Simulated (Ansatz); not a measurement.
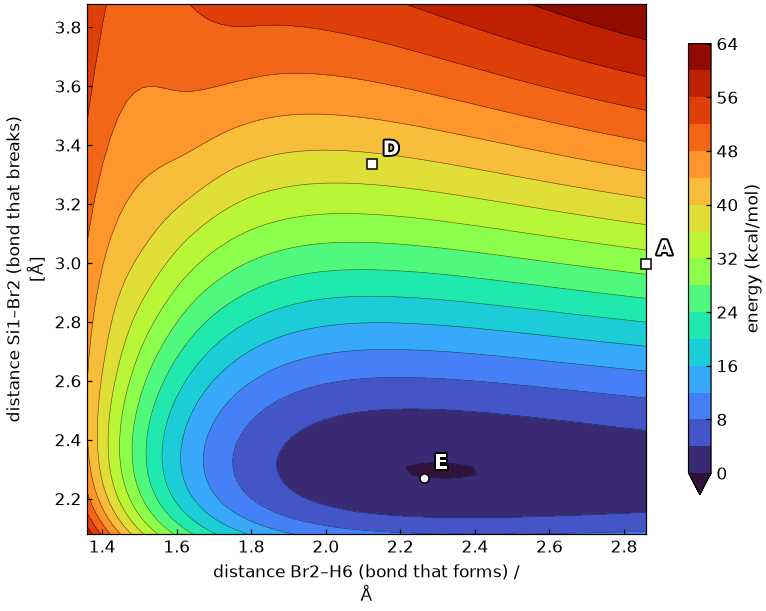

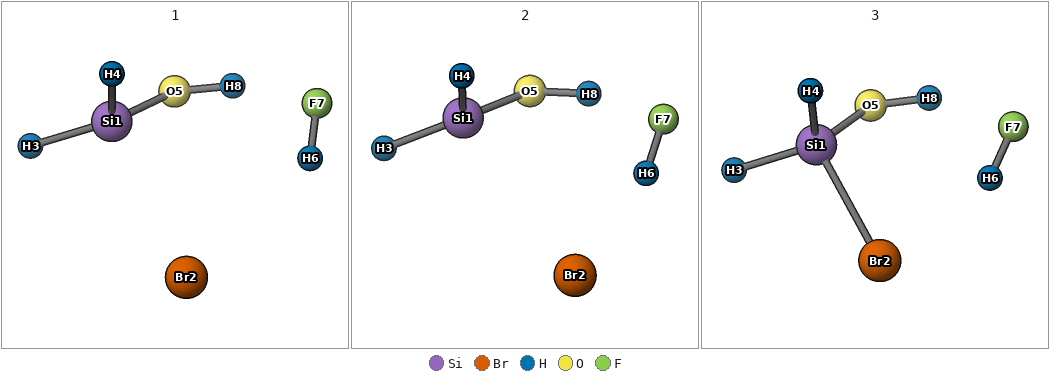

The reacting system BrFH4OSi (fragments BrH₃OSi + FH where the first distance is long, H₂OSi + BrH + FH where the second is long). 
- First axis: distance Br2–H6 (bond that forms). Second axis: distance Si1–Br2 (bond that breaks).
- Relaxed at each point: all other coordinates.
- Grid: 13 × 13 points.
- Points are written as (first, second).
- All energies are given in kcal/mol relative to the lowest grid point.
- The reference is spin-restricted, so regions where a bond is pulled apart into radicals lie too high.
- These are results of RKS PBE-D4/def2-SVP (Ansatz), not measurements.

In the figure: filled contours, lettered points. Between grid points the surface is interpolated. The numbered pictures are the structures at these points, in random order.

Question: Which structure belongs to which point?

Answer: A is structure 1: (2.859 Å, 2.997 Å), 29.8 kcal/mol; D is structure 2: (2.124 Å, 3.335 Å), 38.6 kcal/mol; E is structure 3: (2.263 Å, 2.271 Å), 0.0 kcal/mol.
